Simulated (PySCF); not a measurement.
C7H10OS, SMILES c1c(O)sc(c1)C(C)C at its GFN2-xTB optimised geometry (Å):

```
19

C     -2.0721    -2.1562    -1.2639
C     -1.2044    -2.1719    -0.0034
C     -2.0804    -2.1591     1.2513
C     -0.2612    -1.0132     0.0000
C      1.0939    -1.0132     0.0000
C      1.6781     0.2776     0.0000
C      0.7463     1.2636     0.0005
O      0.9828     2.5935    -0.0005
S     -0.8714     0.6207     0.0003
H     -1.4488    -2.1702    -2.1554
H     -2.7274    -3.0239    -1.2833
H     -2.6848    -1.2570    -1.2841
H     -0.5967    -3.0841    -0.0024
H     -1.4632    -2.1740     2.1470
H     -2.6944    -1.2608     1.2690
H     -2.7347    -3.0276     1.2644
H      1.6774    -1.9169    -0.0006
H      2.7347     0.4672    -0.0004
H      0.1540     3.0841     0.0065
```

Level of theory: CAM-B3LYP/def2-SVP in PySCF.

Map of the HOMO−1 amplitude (bohr^(-3/2)) on the plane z = 0.8 Å; orbital energy -8.34 eV, overall sign arbitrary:

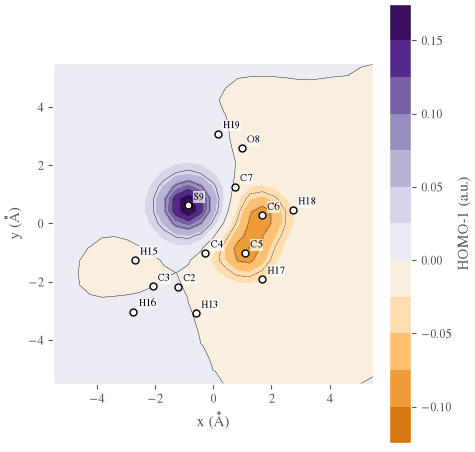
Fig. 1. HOMO−1 amplitude (bohr^(-3/2)) on the plane z = 0.8 Å.
